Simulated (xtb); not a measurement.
**Frequency calculation, with input and output: CH10OSi3 (part 2 of 2)**

Continued. System: CH10OSi3, SMILES [SiH3]OC[SiH2][SiH3]. Method: GFN2-xTB (xtb 6.7.1). The geometry was optimised with GFN2-xTB.

Geometry of the input (Å):
```
Si -1.8838  1.3674  1.1168
O  -0.8093  0.3707  0.4281
C  -0.0437  -0.6582  1.0258
Si 0.8253  -1.5176  -0.4411
Si 1.5531  0.1717  -1.8388
H  -1.2600  2.1838  2.1638
H  -2.2751  2.1248  -0.0602
H  -2.9829  0.6138  1.7298
H  0.6603  -0.2172  1.7388
H  -0.6976  -1.3225  1.5972
H  1.8498  -2.4054  0.1331
H  -0.1720  -2.4130  -1.0459
H  2.2123  1.2648  -1.1144
H  2.5431  -0.3358  -2.7982
H  0.4806  0.7728  -2.6349
```

What the program printed, continued:
```
 ---------------------------------------------------------------------------
     1  14 si   3.860 --     2 o    1.158     8 h    0.892     6 h    0.892
                             7 h    0.889
     2   8 o    2.256 --     1 si   1.158     3 c    0.977
     3   6 c    3.889 --    10 h    0.992     9 h    0.990     2 o    0.977
                             4 si   0.842
     4  14 si   3.616 --    12 h    0.898    11 h    0.892     5 si   0.854
Molecule has no symmetry elements
It seems to be the C1 point group
                             3 c    0.842
     5  14 si   3.652 --    14 h    0.899    15 h    0.898    13 h    0.897
                             4 si   0.854
     6   1 h    0.989 --     1 si   0.892
     7   1 h    0.990 --     1 si   0.889
     8   1 h    0.989 --     1 si   0.892
     9   1 h    1.000 --     3 c    0.990
    10   1 h    1.000 --     3 c    0.992
    11   1 h    0.988 --     4 si   0.892
    12   1 h    0.991 --     4 si   0.898
    13   1 h    0.989 --     5 si   0.897
    14   1 h    0.984 --     5 si   0.899
    15   1 h    0.991 --     5 si   0.898
 ---------------------------------------------------------------------------

Topologies differ in total number of bonds
Writing topology from bond orders to xtbtopo.mol

molecular dipole:
                 x           y           z       tot (Debye)
 q only:        0.316      -0.250      -0.187
   full:        0.072      -0.174       0.277       0.852
molecular quadrupole (traceless):
                xx          xy          yy          xz          yz          zz
 q only:        0.457      -2.195       0.316      -0.671       1.609      -0.773
  q+dip:       -0.161       1.815      -1.023       1.958       0.591       1.184
   full:        0.176      -0.205      -0.814       1.319       1.044       0.639

           -------------------------------------------------
          |               Frequency Printout                |
           -------------------------------------------------
 projected vibrational frequencies (cm⁻¹)
eigval :       -0.00    -0.00    -0.00     0.00     0.00     0.00
eigval :       30.72    38.93    46.89    86.29   155.20   168.65
eigval :      237.96   364.88   447.67   467.30   473.36   562.24
eigval :      594.22   616.58   652.19   738.40   744.89   761.48
eigval :      788.36   791.83   810.67   813.80   814.39   824.16
eigval :      840.86  1116.17  1197.45  1278.10  1487.06  2172.96
eigval :     2192.13  2207.61  2210.20  2221.36  2242.19  2247.17
eigval :     2349.96  2898.23  2927.46
 reduced masses (amu)
   1: 23.47   2: 18.17   3: 22.93   4: 23.23   5: 22.35   6: 23.15   7: 15.39   8: 10.80
   9:  5.88  10: 13.72  11: 12.23  12:  8.33  13: 18.72  14:  3.66  15:  9.32  16: 13.73
  17: 12.11  18:  3.26  19:  4.05  20:  4.33  21:  3.36  22: 11.37  23:  3.71  24:  4.12
  25:  6.77  26:  5.97  27:  2.01  28:  2.45  29: 10.50  30:  3.56  31:  3.52  32: 15.06
  33:  2.22  34:  3.54  35:  1.78  36:  2.02  37:  1.68  38:  1.99  39:  2.03  40:  1.85
  41:  1.61  42:  1.77  43:  1.82  44:  1.97  45:  1.50
 IR intensities (km·mol⁻¹)
   1:  0.01   2:  0.13   3:  0.01   4:  0.04   5:  0.02   6:  0.07   7:  0.16   8:  0.99
   9:  0.05  10:  0.01  11:  0.81  12:  0.13  13: 16.70  14: 49.93  15: 45.23  16:  3.97
  17:  1.93  18:  4.23  19: 47.28  20: 35.59  21:480.00  22:105.43  23:122.61  24:383.80
  25:131.77  26:291.36  27:144.23  28: 65.61  29:444.67  30:142.90  31:211.18  32:177.60
  33: 19.01  34:  7.57  35:  0.92  36:290.95  37: 64.65  38:413.24  39:259.67  40:564.72
  41:178.67  42:308.53  43:250.04  44: 63.87  45: 39.43
 Raman intensities (Ä⁴*amu⁻¹)
   1:  0.00   2:  0.00   3:  0.00   4:  0.00   5:  0.00   6:  0.00   7:  0.00   8:  0.00
   9:  0.00  10:  0.00  11:  0.00  12:  0.00  13:  0.00  14:  0.00  15:  0.00  16:  0.00
  17:  0.00  18:  0.00  19:  0.00  20:  0.00  21:  0.00  22:  0.00  23:  0.00  24:  0.00
  25:  0.00  26:  0.00  27:  0.00  28:  0.00  29:  0.00  30:  0.00  31:  0.00  32:  0.00
  33:  0.00  34:  0.00  35:  0.00  36:  0.00  37:  0.00  38:  0.00  39:  0.00  40:  0.00
  41:  0.00  42:  0.00  43:  0.00  44:  0.00  45:  0.00
 output can be read by thermo (or use thermo option).
 writing <g98.out> molden fake output.
 recommended (thermochemical) frequency scaling factor: 1.0
           -------------------------------------------------
          |             Thermodynamic Functions             |
           -------------------------------------------------

c1  symmetry found (for desy threshold:  0.10E+00) used in thermo

          ...................................................
          :                      SETUP                      :
          :.................................................:
          :  # frequencies                          39      :
          :  # imaginary freq.                       0      :
          :  linear?                             false      :
          :  only rotor calc.                    false      :
          :  symmetry                               c1      :
          :  rotational number                       1      :
          :  scaling factor                  1.0000000      :
          :  rotor cutoff                   50.0000000 cm⁻¹ :
          :  imag. cutoff                  -20.0000000 cm⁻¹ :
          :.................................................:

    mode    ω/cm⁻¹     T·S(HO)/kcal·mol⁻¹    T·S(FR)/kcal·mol⁻¹   T·S(vib)
   ------------------------------------------------------------------------
       1     30.72    -1.72392 ( 12.48%)    -1.20037 ( 87.52%)    -1.26571
       2     38.93    -1.58397 ( 26.88%)    -1.13032 ( 73.12%)    -1.25226
       3     46.89    -1.47412 ( 43.62%)    -1.07526 ( 56.38%)    -1.24925
       4     86.29    -1.11578 ( 89.87%)    -0.89472 ( 10.13%)    -1.09339
       5    155.20    -0.77741 ( 98.93%)    -0.72091 (  1.07%)    -0.77681
       6    168.65    -0.73061 ( 99.23%)    -0.69630 (  0.77%)    -0.73034
       7    237.96    -0.54205 ( 99.81%)    -0.59433 (  0.19%)    -0.54216
   ------------------------------------------------------------------------

   temp. (K)  partition function   enthalpy   heat capacity  entropy
                                   cal/mol     cal/K/mol   cal/K/mol   J/K/mol
 298.15  VIB  0.822E+04             4826.046     28.214     30.620
         ROT  0.427E+06              888.752      2.981     28.745
         INT  0.351E+10             5714.798     31.195     59.365
         TR   0.131E+28             1481.254      4.968     40.301
         TOT                        7196.0520    36.1634    99.6656   417.0007

       T/K    H(0)-H(T)+PV         H(T)/Eh          T*S/Eh         G(T)/Eh
   ------------------------------------------------------------------------
    298.15    0.114676E-01    0.106285E+00    0.473543E-01    0.589306E-01
   ------------------------------------------------------------------------

         :::::::::::::::::::::::::::::::::::::::::::::::::::::
         ::                  THERMODYNAMIC                  ::
         :::::::::::::::::::::::::::::::::::::::::::::::::::::
         :: total free energy         -16.468205414304 Eh   ::
         ::.................................................::
         :: total energy              -16.527136053013 Eh   ::
         :: zero point energy           0.094817322798 Eh   ::
         :: G(RRHO) w/o ZPVE           -0.035886684089 Eh   ::
         :: G(RRHO) contrib.            0.058930638709 Eh   ::
         :::::::::::::::::::::::::::::::::::::::::::::::::::::

           -------------------------------------------------
          | TOTAL ENERGY              -16.527136053013 Eh   |
          | TOTAL ENTHALPY            -16.420851091442 Eh   |
          | TOTAL FREE ENERGY         -16.468205414304 Eh   |
          | GRADIENT NORM               0.000030883608 Eh/α |
          | HOMO-LUMO GAP               4.409309563592 eV   |
           -------------------------------------------------

------------------------------------------------------------------------
------------------------------------------------------------------------
 total:
 *  cpu-time:     0 d,  0 h,  0 min,  1.984 sec
 * ratio c/w:     0.994 speedup
 SCF:
 *  cpu-time:     0 d,  0 h,  0 min,  0.031 sec
 * ratio c/w:     0.978 speedup
 analytical hessian:
 *  cpu-time:     0 d,  0 h,  0 min,  1.924 sec
 * ratio c/w:     0.995 speedup
```

File vibspectrum:
```
$vibrational spectrum
#  mode     symmetry     wave number   IR intensity    selection rules
#                         cm**(-1)      (km*mol⁻¹)        IR
     1                      -0.00         0.00000          -
     2                      -0.00         0.00000          -
     3                      -0.00         0.00000          -
     4                       0.00         0.00000          -
     5                       0.00         0.00000          -
     6                       0.00         0.00000          -
     7        a             30.72         0.16103         YES
     8        a             38.93         0.99177         YES
     9        a             46.89         0.04540         YES
    10        a             86.29         0.00523         NO
    11        a            155.20         0.81117         YES
    12        a            168.65         0.12604         YES
    13        a            237.96        16.70016         YES
    14        a            364.88        49.93159         YES
    15        a            447.67        45.22831         YES
    16        a            467.30         3.97450         YES
    17        a            473.36         1.92886         YES
    18        a            562.24         4.22970         YES
    19        a            594.22        47.28281         YES
    20        a            616.58        35.59392         YES
    21        a            652.19       480.00251         YES
    22        a            738.40       105.42908         YES
    23        a            744.89       122.60602         YES
    24        a            761.48       383.80162         YES
    25        a            788.36       131.77487         YES
    26        a            791.83       291.35969         YES
    27        a            810.67       144.23284         YES
    28        a            813.80        65.60743         YES
    29        a            814.39       444.67314         YES
    30        a            824.16       142.90398         YES
    31        a            840.86       211.18372         YES
    32        a           1116.17       177.59621         YES
    33        a           1197.45        19.00753         YES
    34        a           1278.10         7.56749         YES
    35        a           1487.06         0.91568         YES
    36        a           2172.96       290.95248         YES
    37        a           2192.13        64.64775         YES
    38        a           2207.61       413.23828         YES
    39        a           2210.20       259.66732         YES
    40        a           2221.36       564.72455         YES
    41        a           2242.19       178.67271         YES
    42        a           2247.17       308.53395         YES
    43        a           2349.96       250.04111         YES
    44        a           2898.23        63.86808         YES
    45        a           2927.46        39.43153         YES
$end
```

Standard error:
```
normal termination of xtb
```

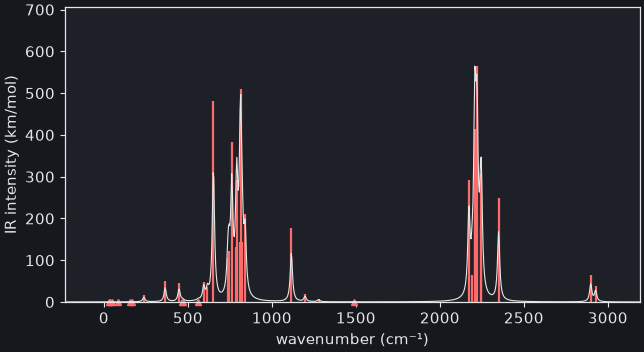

Fig. 1: Harmonic infrared spectrum, unscaled: sticks (degenerate modes added up, dark ones marked on the axis) with a Lorentzian envelope of 16 cm⁻¹ full width, scaled to the tallest stick. 39 modes from 31 to 2927 cm⁻¹, none imaginary. The strongest line is at 2221 cm⁻¹ (565 km/mol).

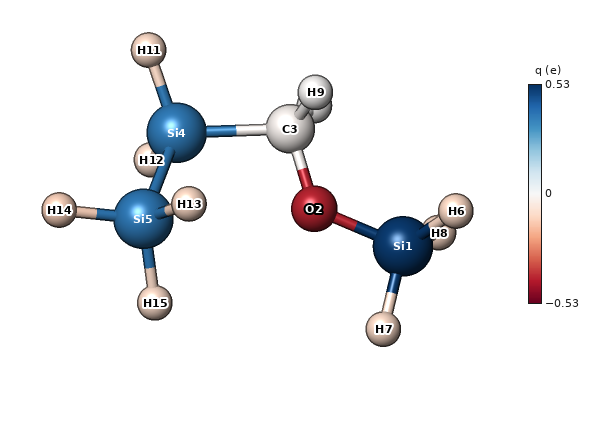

Fig. 2: Mulliken charges, as the colour of each atom (ball-and-stick view, seen at a tilt; atoms are numbered from 1 in the order of the input). By element: Si +0.38 to +0.51, O −0.40, C −0.02 and H −0.12 to 0.00 e.

Summary:

```csv
quantity,value
outcome,converged
electrons treated,32
total energy,−16.527136 hartree
dispersion energy,−0.011083 hartree
basis functions,48
HOMO,−10.09 eV
LUMO,−5.68 eV
zero-point energy,0.094817 hartree
dipole moment,0.85 D
"wavenumbers, lowest and highest",31 and 2927 cm⁻¹
wall time,2.1 s
peak memory,0.071 GiB
```

Remarks:

Settings chosen away from the usual ones: method = gfn2-xtb; task = frequencies; x = {"hess_step": 0.005}; geo = {"prev": "A"}.
